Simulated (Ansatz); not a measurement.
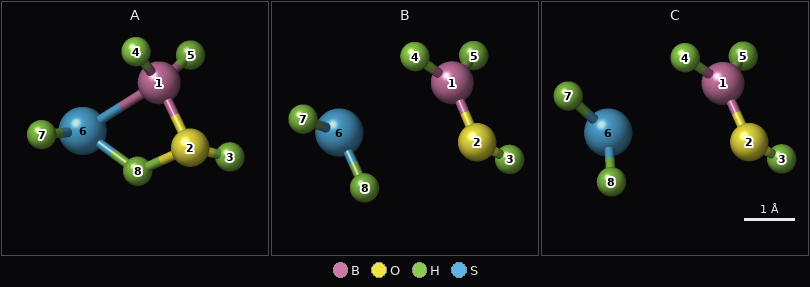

3 geometries from a converged minimum-energy path of BH$_{5}$SO, made up of BH3O and H$_{2}$S, shuffled. Style: ball-and-stick. Shown at a tilt.

These are results of RKS PBE-D4/def2-mTZVP (Ansatz), not measurements. Run with 5 movable images; climbing image; force threshold 0.05 eV/Å; iteration limit 60; starting path through a guess of the saddle point.

> Which of them lies highest in energy?

A. In order along the path, whose images run from 0 to 6: C (image 1, +0.3 kJ/mol), B (image 2, +1.3 kJ/mol), A (image 4, +61.7 kJ/mol). Breaking: S6–H8 (1.36 → 1.57 at the top → 2.48 Å). Forming: B1–S6 (2.89 → 2.08 at the top → 1.88 Å), O2–H8 (3.33 → 1.38 at the top → 0.99 Å).

Limits of the set-up: the start holds two separate molecules, 2.9 Å apart at their closest, whose relative position is a soft coordinate.

Cost: 2.6 min on 1 thread of Arm Neoverse V1, on a shared host, peak memory 0.13 GiB.
